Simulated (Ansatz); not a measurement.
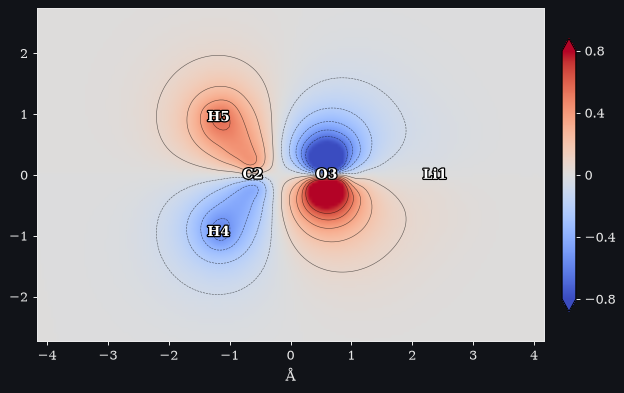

The picture shows: CH₂LiO (charge +1). The HOMO on the molecular plane (values in Å⁻³ᐟ²; the overall sign is arbitrary).

Geometry: PBE0-D4/def2-TZVP.

Level of theory: Ansatz, RKS PBE0-D4/def2-TZVPPD.

```xyz
5

Li   -0.5107   -0.0251   -2.3226
C     0.1323    0.0065    0.6019
O    -0.1279   -0.0062   -0.5811
H    -0.6625    0.1281    1.3511
H     1.1687   -0.1032    0.9508
```

**Describe this orbital and give its energy.**

It lies mainly on O3 (about 60 %), C2 (about 20 %), H4 (about 10 %) and H5 (about 10 %); it is symmetric in the molecular plane (an in-plane orbital: σ, lone-pair or in-plane π type). Its energy is −13.84 eV.
